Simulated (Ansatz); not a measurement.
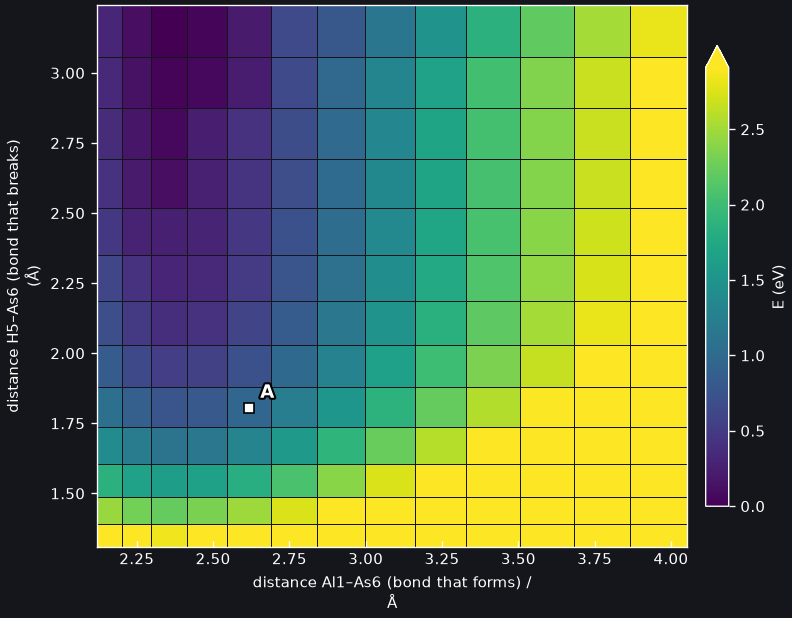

The reacting system AlAsF₂H₄ (fragments AlF₂ + AsH₄ where the first distance is long, AlAsF₂H₂ + H₂ where the second is long). The first coordinate is: distance Al1–As6 (bond that forms); the second: distance H5–As6 (bond that breaks). Relaxed at each point: all other coordinates. The scan uses a 13 × 13 grid. Points are written as (first, second). All energies are given in eV relative to the lowest grid point. Energies and slopes of some neighbouring points disagree (a jump in structure or state, or too coarse a mesh). The reference is spin-restricted, so regions where a bond is pulled apart into radicals lie too high. Computed with RKS SPW92 (LDA)/def2-SVP (Ansatz 0.2.0).

Drawn: one coloured cell a grid point, one colour for all values above the top of the scale, the point A.

> Which way does the force act at A, and how strong is it?

A, at (2.616 Å, 1.806 Å), is not a stationary point. The computed force is 1.5 eV for each Å towards smaller values of the first coordinate and 2 eV for each Å towards larger values of the second coordinate.
